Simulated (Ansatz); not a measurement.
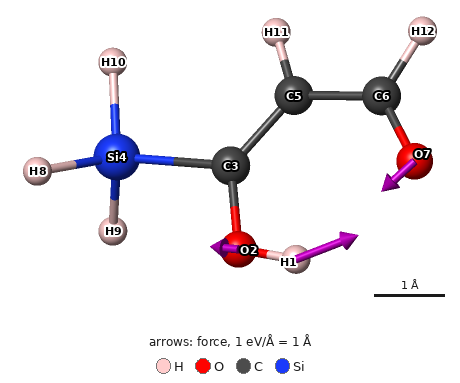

Starting geometry of C$_{3}$H$_{6}$O$_{2}$Si with the computed forces as purple arrows. A ball-and-stick model, seen at a tilt.

The run prepares an end point of a later path (reaction) calculation, from a guessed geometry.

Method: Ansatz 0.2.0, UKS LDA/6-31G.

Input
```yaml
crystal:
  periodic: [false, false, false]
  atoms:
    - { symbol: H, position_ang: [0.247208, -1.419597, -1.631233] }
    - { symbol: O, position_ang: [0.270777, -1.521351, -0.651] }
    - { symbol: C, position_ang: [0.074596, -0.382553, 0.051395] }
    - { symbol: Si, position_ang: [0.138427, -0.738093, 1.922126] }
    - { symbol: C, position_ang: [-0.151377, 0.869018, -0.457528] }
    - { symbol: C, position_ang: [-0.22745, 1.232421, -1.84436] }
    - { symbol: O, position_ang: [-0.090805, 0.454862, -2.825757] }
    - { symbol: H, position_ang: [1.480502, -1.335097, 2.281631] }
    - { symbol: H, position_ang: [-0.943687, -1.730003, 2.283405] }
    - { symbol: H, position_ang: [-0.07843, 0.574666, 2.64076] }
    - { symbol: H, position_ang: [-0.295961, 1.680329, 0.2677] }
    - { symbol: H, position_ang: [-0.423999, 2.315398, -2.03714] }
magnetization:
  spin_polarized: true
basis:
  gaussian: { orbitals: "6-31G" }
hamiltonian:
  xc: lda
relax:
  f_tol: 0.03
  max_steps: 50
output:
  orbitals: {}
```

Run as
```bash
ansatz run input.yaml --threads 2 --pin off --max-ram 3072MiB --backend cpu --events-out ev --progress --plain --runs-dir out
```

### Is this structure relaxed? If not, where do the atoms go?

It isn't relaxed: the largest force vector, on H1, is 1.03 eV/Å. The final displacements follow the starting forces only in part (cosine between the two patterns 0.61). H1 moves most after the best rigid fit: 0.52 Å. By element the largest moves are H 0.52 Å, O 0.40 Å, C 0.13 Å, Si 0.05 Å. Near-neighbour distances that change, for instance: H1–O7 2.248 → 1.360 Å, H1–O2 0.986 → 1.127 Å, C6–O7 1.260 → 1.293 Å, C5–C6 1.436 → 1.409 Å. Among the angles between lasting bonds that change: H1–O2–C3 115.2° → 106.1°, C3–C5–C6 126.8° → 118.1°, O2–C3–C5 126.9° → 120.3°. The energy falls by 40.7 kJ/mol in 7 accepted moves (8 points after the start). The largest force component goes from 0.83 to 0.018 eV/Å. The line search rejected the trial step at point 3 of the run.
